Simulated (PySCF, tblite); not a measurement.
# C₂H₈BSi radical: geometry, infrared bands and EPR parameters

What infrared bands and EPR parameters should C₂H₈BSi radical (`CB(C)[SiH2]`) show?

Computed with tblite 0.8.0 and PySCF 2.14.0, with density-fitted response routines of our own, on a single molecule in the gas phase. Atoms are numbered from 0 throughout.

### 1 The molecule as given

12 atoms, charge 0, multiplicity 2; geometry from: force field or distance geometry start.

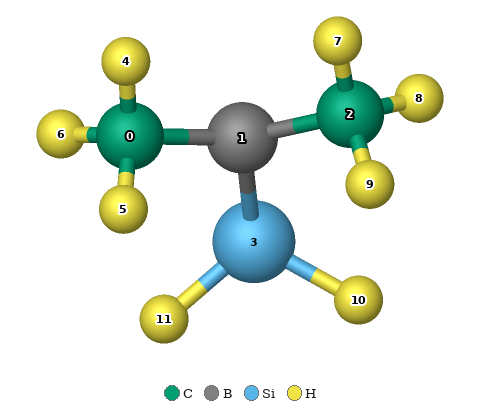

The starting geometry (carbon teal, boron grey, silicon blue, hydrogen yellow), atoms numbered; sticks join atoms by distance.

### 2 Optimising the geometry with GFN2-xTB

Job settings and geometry (Å):

```
{"job": {"kind": "relax", "xc": "GFN2-xTB", "basis": "xTB"}, "charge": 0, "multiplicity": 2}
C     -0.149000     1.509700     0.281200
B     -0.006700    -0.053000     0.469400
C     -1.170500    -0.989000    -0.046400
Si     1.799600    -0.770800     0.345600
H     -1.172700     1.831000     0.606900
H     -0.014400     1.768800    -0.789900
H      0.597800     2.048900     0.892800
H     -2.151200    -0.571800     0.283700
H     -1.057900    -2.014200     0.358800
H     -1.156900    -1.025900    -1.154000
H      1.790700    -1.968800    -0.513100
H      2.692100     0.234500    -0.216900
```

Run with:

```console
$ OMP_NUM_THREADS=1 python probes_run.py task.json out
```

The driver reads the jobs from task.json and runs them one after another.

The program printed:

```text
step      E/eV     max force
  0    -305.61822    1.602
  1    -305.73453    0.878
  2    -305.82163    0.911
  3    -305.86101    0.719
  4    -305.91928    0.521
  5    -305.96162    0.705
  6    -306.06794    0.799
  7    -306.12019    0.713
  8    -306.16493    0.385
  9    -306.18773    0.347
 10    -306.20696    0.402
 11    -306.22351    0.514
 12    -306.23730    0.454
 13    -306.24954    0.419
 14    -306.26616    0.471
 15    -306.28622    0.460
 16    -306.30078    0.358
 17    -306.30919    0.359
 18    -306.31573    0.233
 19    -306.32087    0.216
 20    -306.32483    0.186
 21    -306.32812    0.136
 22    -306.32926    0.147
 23    -306.33060    0.095
 24    -306.33116    0.055
 25    -306.33150    0.048
 26    -306.33172    0.055
 27    -306.33193    0.046
 28    -306.33208    0.022
 29    -306.33218    0.020
 30    -306.33223    0.017
 31    -306.33227    0.015
 32    -306.33232    0.016
 33    -306.33237    0.019
 34    -306.33241    0.020
 35    -306.33244    0.020
 36    -306.33250    0.022
 37    -306.33259    0.023
 38    -306.33274    0.029
 39    -306.33294    0.035
 40    -306.33317    0.043
 41    -306.33348    0.054
 42    -306.33408    0.067
 43    -306.33570    0.100
 44    -306.33674    0.191
 45    -306.33882    0.162
 46    -306.34058    0.049
 47    -306.34095    0.059
 48    -306.34120    0.048
 49    -306.34144    0.039
 50    -306.34239    0.050
 51    -306.34352    0.078
 52    -306.34505    0.093
 53    -306.34412    0.213
 54    -306.34708    0.101
 55    -306.34786    0.080
 56    -306.34776    0.194
 57    -306.34980    0.060
 58    -306.35040    0.040
 59    -306.35091    0.127
 60    -306.35159    0.023
 61    -306.35173    0.023
 62    -306.35186    0.025
 63    -306.35190    0.021
 64    -306.35195    0.013
 65    -306.35197    0.014
 66    -306.35201    0.015
 67    -306.35205    0.018
 68    -306.35211    0.019
 69    -306.35216    0.015
 70    -306.35219    0.016
 71    -306.35220    0.016
 72    -306.35223    0.019
 73    -306.35227    0.015
 74    -306.35231    0.018
 75    -306.35235    0.012
 76    -306.35236    0.010
```

Wall time 0.25 s (1 thread of Arm Neoverse V2, shared host).

Relaxation path: (not every step is listed)

| step | energy from step 0 (eV) | largest force (eV/Å) |
| --- | --- | --- |
| 0 | 0.0000 | 1.6015 |
| 1 | -0.1163 | 0.8775 |
| 2 | -0.2034 | 0.9106 |
| 3 | -0.2428 | 0.7189 |
| 4 | -0.3011 | 0.5208 |
| 5 | -0.3434 | 0.7052 |
| 6 | -0.4497 | 0.7994 |
| 7 | -0.5020 | 0.7128 |
| 8 | -0.5467 | 0.3850 |
| 14 | -0.6479 | 0.4707 |
| 20 | -0.7066 | 0.1860 |
| 26 | -0.7135 | 0.0549 |
| 32 | -0.7141 | 0.0161 |
| 38 | -0.7145 | 0.0289 |
| 44 | -0.7185 | 0.1913 |
| 50 | -0.7242 | 0.0504 |
| 56 | -0.7295 | 0.1943 |
| 62 | -0.7336 | 0.0248 |
| 68 | -0.7339 | 0.0187 |
| 71 | -0.7340 | 0.0158 |
| 72 | -0.7340 | 0.0193 |
| 73 | -0.7340 | 0.0150 |
| 74 | -0.7341 | 0.0185 |
| 75 | -0.7341 | 0.0122 |
| 76 | -0.7341 | 0.0099 |

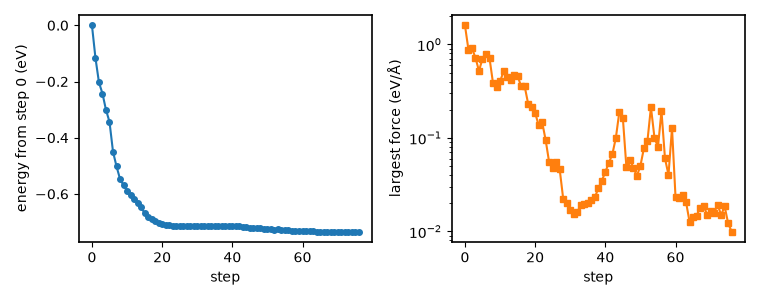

Energy and force, step by step.

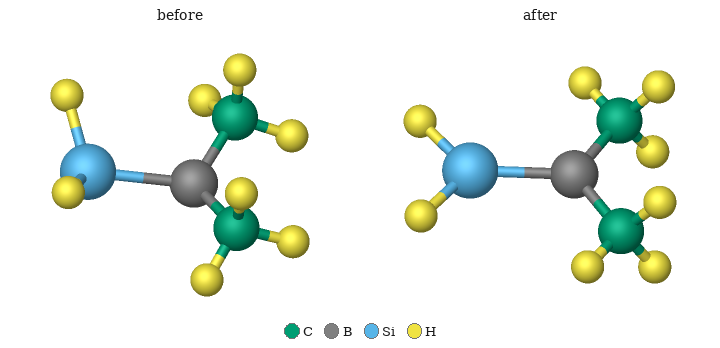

The geometry before (left) and after (right).

Distances of close pairs at the start and the end, largest changes first:

| bond | before (Å) | after (Å) | change (Å) |
| --- | --- | --- | --- |
| B1–Si3 | 1.948 | 1.888 | -0.060 |
| C0–H4 | 1.121 | 1.091 | -0.030 |
| C2–H7 | 1.116 | 1.091 | -0.025 |
| C0–H5 | 1.110 | 1.091 | -0.019 |
| C2–H8 | 1.108 | 1.089 | -0.019 |
| B1–C2 | 1.580 | 1.597 | +0.017 |
| C2–H9 | 1.108 | 1.091 | -0.017 |
| C0–B1 | 1.580 | 1.597 | +0.017 |

The end geometry stands in the next job.

### 3 Harmonic vibrations with GFN2-xTB

Job settings and geometry (Å):

```
{"job": {"kind": "ir", "xc": "GFN2-xTB", "basis": "xTB"}, "charge": 0, "multiplicity": 2}
C     -0.210570     1.550199     0.176948
B      0.046298    -0.020974     0.046360
C     -1.236842    -0.950969    -0.154651
Si     1.788986    -0.742525     0.123094
H     -0.869369     1.775815     1.016617
H     -0.718044     1.942640    -0.705341
H      0.695263     2.139667     0.313231
H     -1.945007    -0.830954     0.666425
H     -1.007542    -2.013316    -0.226834
H     -1.785114    -0.679299    -1.058109
H      2.187369    -2.154238     0.024423
H      3.055770    -0.016731     0.295940
```

The program printed:

```text
mode    cm-1     km/mol
  1     -12.4      0.07
  2      72.8      1.97
  3     189.2      0.68
  4     237.2      0.00
  5     272.6      0.74
  6     290.6      3.73
  7     442.4     58.83
  8     451.6     36.33
  9     596.2     13.95
 10     780.1      0.01
 11     843.2      0.72
 12     856.5    231.19
 13     860.9     82.56
 14     878.0      6.49
 15    1085.6     42.09
 16    1146.2    122.43
 17    1394.6     11.81
 18    1404.8      4.07
 19    1502.2      0.00
 20    1503.3      0.12
 21    1509.3      0.04
 22    1513.8      3.53
 23    2204.1    580.45
 24    2219.8    161.34
 25    2977.2      2.91
 26    2981.3     79.42
 27    2992.2      7.14
 28    2998.9    105.85
 29    3012.5     59.65
 30    3013.4      8.26
```

Wall time 0.18 s (1 thread of Arm Neoverse V2, shared host).

The strongest bands and the atoms that carry them (share of the mass-weighted mode):

| cm⁻¹ | km/mol | atoms |
| --- | --- | --- |
| 856 | 231.2 | H11 43 %, H10 43 % |
| 861 | 82.6 | B1 19 %, H9 15 %, H7 14 %, H4 14 % |
| 1146 | 122.4 | B1 65 % |
| 2204 | 580.5 | H11 49 %, H10 47 % |
| 2220 | 161.3 | H10 49 %, H11 48 % |
| 2981 | 79.4 | H4 32 %, H5 31 %, H9 17 %, H7 12 % |
| 2999 | 105.8 | H4 24 %, H5 23 %, H7 18 %, H9 13 % |
| 3012 | 59.6 | H6 58 %, H8 19 % |

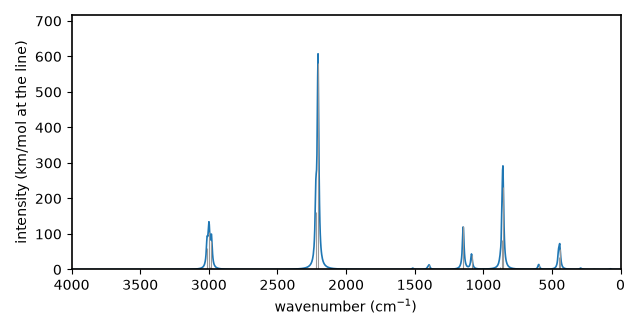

The infrared spectrum from these modes, unscaled. Lines are broadened to a width of 14 cm⁻¹ (Lorentzian).

### 4 EPR parameters: B3LYP/pcH-1

The job, as its differences from that of step 3:

```diff
@@ -1,2 +1,2 @@
-{"job": {"kind": "ir", "xc": "GFN2-xTB", "basis": "xTB"}, "charge": 0, "multiplicity": 2}
+{"job": {"kind": "epr", "basis": "pcH-1"}, "charge": 0, "multiplicity": 2}
 C     -0.210570     1.550199     0.176948
```

With the program's defaults for keys left out, this is: UKS B3LYP, pcH-1 on B C H Si, non-relativistic, mean-field spin-orbit, GIAO.

The program printed:

```text
UKS, coarse grid
  cycle   1  E = -395.27613078  |g| = 3.77e-01
  cycle   2  E = -395.21272154  |g| = 4.97e-01
  cycle   3  E = -395.35494488  |g| = 2.25e-02
  cycle   4  E = -395.35524537  |g| = 1.54e-02
  cycle   5  E = -395.35539854  |g| = 3.35e-03
  cycle   6  E = -395.35540922  |g| = 1.14e-03
  cycle   7  E = -395.35541044  |g| = 2.21e-04
UKS, final grid
  cycle   1  E = -395.35540531  |g| = 1.25e-04
  cycle   2  E = -395.35540531  |g| = 1.27e-04
  cycle   3  E = -395.35540532  |g| = 2.73e-05
E = -395.35540532 Eh   <S^2> = 0.7528 (exact 0.7500)
g shifts (ppm)      1          2          3
  rmc          -103       -103       -103
  gc             -2         25         23
  oz_so          43       1791       2614
  total         -62       1713       2534
hyperfine (MHz)  atom isotope    a_iso     a_fc   dipolar eigenvalues
    0   13C      -6.89      -6.89     -1.01      0.16      0.85
    1   11B      -6.92      -6.81    -10.12     -9.99     20.11
    2   13C      -6.88      -6.87     -1.01      0.16      0.84
    3  29Si     -77.13     -77.81   -158.97     77.70     81.27
    4    1H      24.73      24.73     -1.86     -1.51      3.38
    5    1H      25.15      25.15     -1.87     -1.50      3.37
    6    1H      -0.24      -0.23     -2.12     -1.74      3.86
    7    1H      24.51      24.52     -1.86     -1.50      3.36
    8    1H      -0.23      -0.23     -2.12     -1.73      3.86
    9    1H      25.11      25.11     -1.87     -1.51      3.38
   10    1H     -34.53     -34.56     -9.98      2.31      7.67
   11    1H     -34.53     -34.57     -9.98      2.31      7.67
```

Run time: 24 s. Hardware: 1 thread of Arm Neoverse V2, shared host; peak memory 0.64 GiB.

Principal g values 2.00226, 2.00403, 2.00485; g(iso) = 2.00371, against 2.00232 for a free electron.

Mean a(iso) over the nuclei that a row names, and the largest dipolar term of the row (other rows stand at the frozen geometry):

| nuclei | isotope | a(iso) (MHz) | a(iso) (G, at g = 2.0023) | largest dipolar term (MHz) |
| --- | --- | --- | --- | --- |
| Si3 | 29Si | -77.1 | -27.5 | -159.0 |
| H10, H11 | 1H | -34.5 | -12.3 | -10.0 |
| H4, H5, H6, H7, H8, H9 | 1H | 16.5 | 5.9 | 3.9 |
| B1 | 11B | -6.9 | -2.5 | 20.1 |
| C0, C2 | 13C | -6.9 | -2.5 | -1.0 |

Mulliken spin populations:

| atom | value (e) |
| --- | --- |
| C0 | -0.03 |
| B1 | 0.24 |
| C2 | -0.03 |
| Si3 | 0.85 |
| H4 | 0.01 |
| H5 | 0.01 |
| H6 | 0.00 |
| H7 | 0.01 |
| H8 | 0.00 |
| H9 | 0.01 |
| H10 | -0.03 |
| H11 | -0.03 |

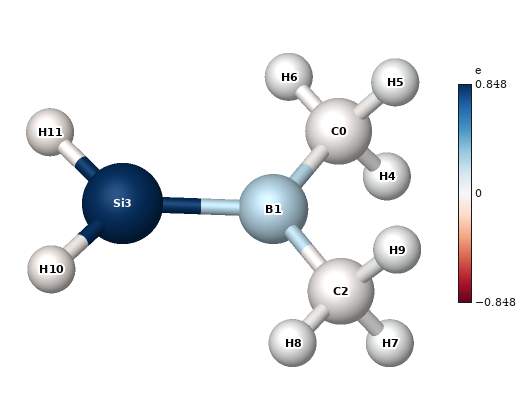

Mulliken spin populations, as colours on the atoms.

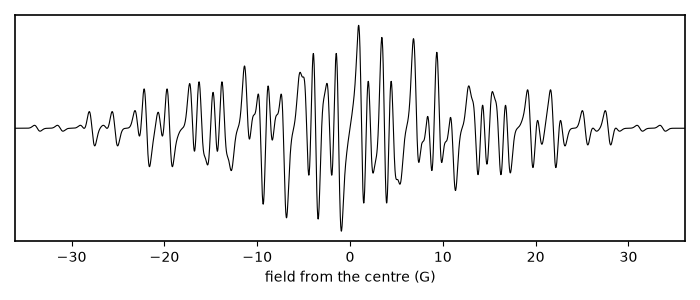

First-order isotropic spectrum (first derivative, main isotopes with spin only, couplings over 0.8 MHz, Gaussian width 0.3 G; couplings of the frozen geometry, rotation of groups not averaged beyond the rows shown).

Orbitals, density, ELF and potential are computed afterwards from the orbital file.

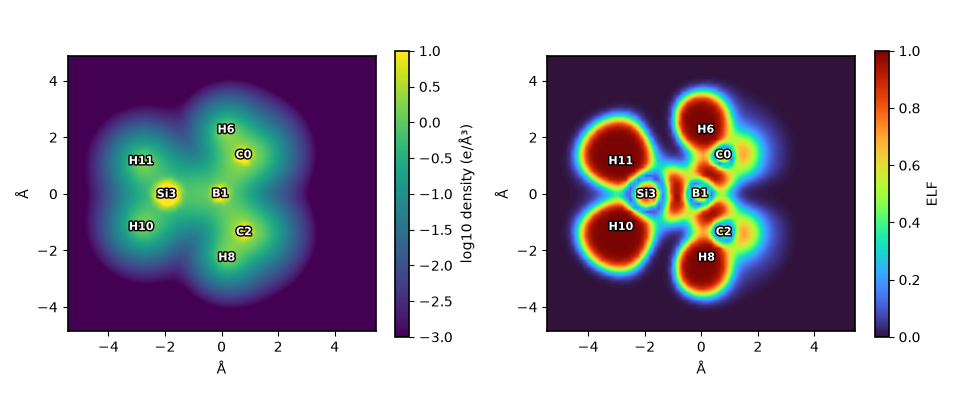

Density (left) and ELF (right) in a plane through or near 8 of the atoms.

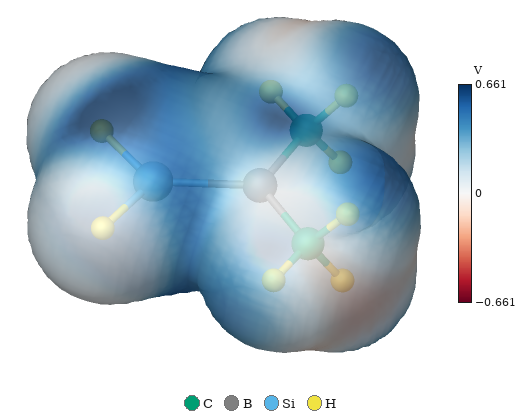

The potential that a unit positive charge feels on the 0.002 e/bohr³ surface, from -0.17 to 0.66 V.

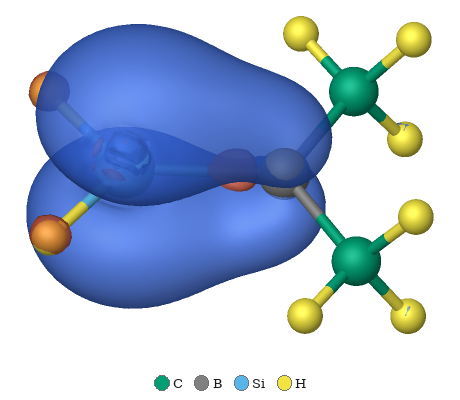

Spin density at ±0.02 e/Å³ (alpha excess blue, beta excess red).

### 5 Results

```
                                                                  quantity                   value
                                 strongest single infrared mode (GFN2-xTB)   2204 cm⁻¹, 580 km/mol
                                              zero-point energy (GFN2-xTB)           57.5 kcal/mol
                                                            g(iso) (B3LYP)                 2.00371
                                                                      ⟨S²⟩      0.753 (exact 0.75)
                                        largest a(iso) (averaged by class)  29Si on Si3, -77.1 MHz
potential on the surface of density 0.002 e/bohr³, 1st and 99th percentile      -0.17 V and 0.66 V
```

**Reading.** Over 76 steps the energy fell by 0.734 eV; of the close pairs, B1–Si3 changed most, 1.948 to 1.888 Å. The lowest mode is slightly imaginary (12i cm⁻¹), a soft motion within the noise of the Hessian, so the minimum is not strictly shown. The strongest single mode, at 2204 cm⁻¹, moves mainly H11 and H10. GFN2-xTB is a fitted tight-binding method: band positions and strengths are rough. Its intensities can rank the bands wrongly. Si3 carries the largest spin population, 0.85 e. The isotropic g lies 1.4 ppt above the free-electron value. The conformer search found further structures of the same energy, which may be mirror or relabelled copies of this one.
